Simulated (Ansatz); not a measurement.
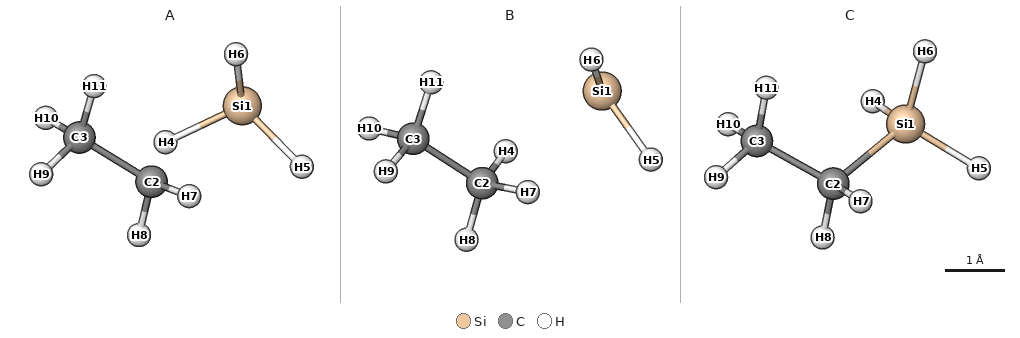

Three geometries of C2H8Si: a saddle point and the two minima that it joins, in shuffled order. Style: ball-and-stick. Shown at a tilt. Sticks join atoms that are closer than about 1.2 times the sum of their covalent radii (a little more with hydrogen).

Stationary points at PBE0-D4/def2-TZVP, single-point energies with CCSD(T)/CBS (def2-TZVPP where no basis is named; Ansatz 0.2.0). The energies are electronic, without zero-point or thermal terms, and both ends are the minima reached downhill from the saddle, with any fragments still in contact. CCSD(T)/CBS stands for a frozen-core estimate: MP2 correlation extrapolated from def2-TZVPP and def2-QZVPP, CCSD(T) minus MP2 from the smaller set.

**Which frame is the transition state, what reaction does it lead through, and what barrier is to be expected?**

Frame A is the saddle point. Counted by bonded pieces, C holds C₂H₈Si and B holds C₂H₆ + SiH₂. From C over the saddle to B, a bond forms: C2–H4 (2.77 → 1.55 → 1.13 Å). Bonds break: Si1–C2 (1.88 → 2.27 → 2.78 Å), Si1–H4 (1.49 → 1.50 → 1.95 Å). The saddle has one imaginary mode, 1186i cm⁻¹. With CCSD(T)/CBS the barrier is 70.6 kcal/mol from C and 19.9 kcal/mol from B, and B lies 50.6 kcal/mol above C. By Pauling bond orders of the changing bonds the saddle lies closer to C, the lower end, against what Hammond's postulate suggests.
